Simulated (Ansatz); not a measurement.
## Fields on a plane of BN (h-BN type, space group P6_3/mmc)

```
CELL_PARAMETERS angstrom
      2.50059     0.00000     0.00000
     -1.25029     2.16557     0.00000
      0.00000     0.00000     6.52584
ATOMIC_POSITIONS crystal
  B  0.33333 0.66667 0.25000
  B  0.66667 0.33333 0.75000
  N  0.33333 0.66667 0.75000
  N  0.66667 0.33333 0.25000
```

The slice is a (0001) plane (indices of the conventional cell) through the point (0.333, 0.667, 0.250) (fractional), spanned by u = [110] and v = [1 -1 0] in vectors of this cell: u (2.50 Å) and v (4.33 Å, at 90° to u). It covers one period; positions are fractions (u, v).

Atoms on it: B at (0.00, 0.00); B at (0.50, 0.50); N at (0.00, 0.33); N at (0.50, 0.83).

Calculation: r2SCAN+rVV10 (plane waves to 500 eV, PAW, scalar-relativistic; Ansatz, a program for electronic structure). k mesh 15×15×5. Inside the PAW spheres the values are not all-electron values, and peaks at nuclei hang on which shells count as valence. BN was relaxed with its symmetry unable to fall.

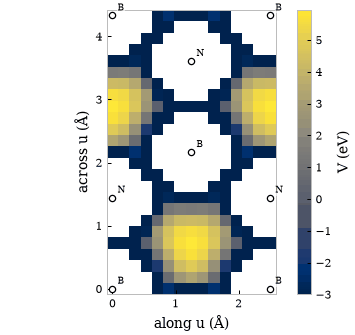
Figure: Electrostatic potential energy of an electron, from the cell's mean, in eV, one period of the plane, atoms marked. Points within 0.6 Å of a nucleus are left white, as the pseudised field means little there. Values under -3 eV are set to -3. The zero, the cell's mean, hangs on the PAW cores.

| v \ u | 0.00 | 0.14 | 0.29 | 0.43 | 0.57 | 0.71 | 0.86 |
|---|---|---|---|---|---|---|---|
| 0.88 | 0.26 | 0.82 | 0.88 | x | x | 0.88 | 0.82 |
| 0.75 | 0.10 | 0.41 | 0.71 | 0.66 | 0.66 | 0.71 | 0.41 |
| 0.62 | 0.05 | 0.12 | 0.49 | 0.85 | 0.85 | 0.49 | 0.12 |
| 0.50 | 0.68 | 0.78 | 0.67 | x | x | 0.67 | 0.78 |
| 0.38 | x | 0.72 | 0.91 | 0.48 | 0.48 | 0.91 | 0.72 |
| 0.25 | 0.62 | 0.71 | 0.62 | 0.18 | 0.18 | 0.62 | 0.71 |
| 0.12 | 0.89 | 0.72 | 0.26 | 0.07 | 0.07 | 0.26 | 0.72 |
| 0.00 | x | 0.27 | 0.80 | 0.72 | 0.72 | 0.80 | 0.27 |

Values: electron localisation function (ELF). Points within 0.3 Å of a nucleus are blanked (x), as the pseudised field means little there.

| Quantity | Value |
|---|---|
| Density on the B–N line (1.44 Å) at its midpoint | 1.85 e/Å³ |
| ELF at that point | 0.93 |
| ELF maximum in the middle third of the B–N line | 0.93, 0.7 Å from B |
| Element round which the density of the lowest conduction band (whole band as if filled, smooth part) is largest on this plane | N |
